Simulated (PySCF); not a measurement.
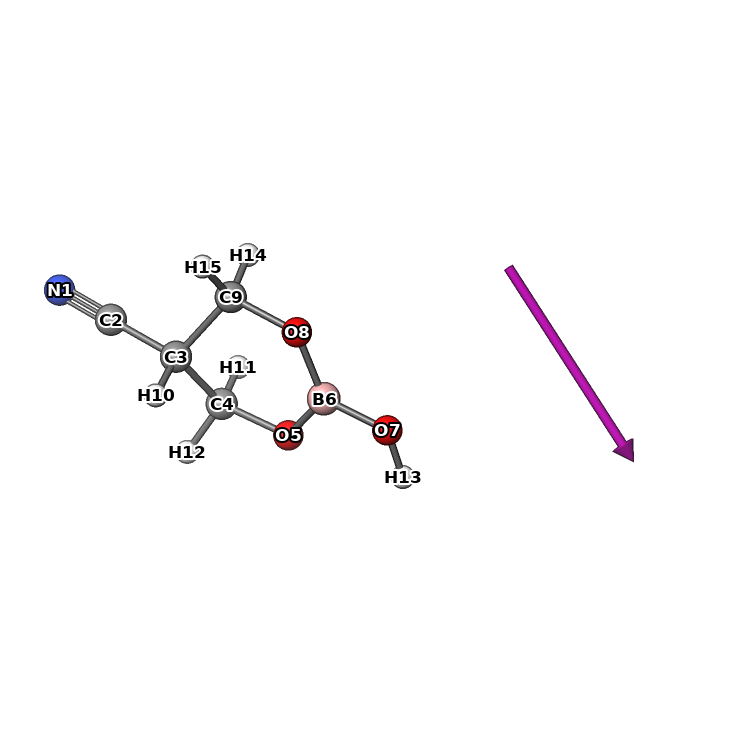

The arrow beside the molecule shows the direction of the dipole moment, from the negative to the positive end (its length means nothing). The computed structure is the end point of a GFN2-xTB optimisation. No frequency run is at hand to confirm it as a minimum. Properties computed with ωB97X-D/def2-SVPD, gas phase (PySCF 2.14.0).

**How large is the dipole moment?**

2.09 D; it points from the side of N1 to the side of H13 (the outermost atoms at the two ends).

The geometry is semi-empirical. Around B such bond lengths and angles can be off by a tenth of an ångström or more and by several degrees, and values that hang on the shape move with them.
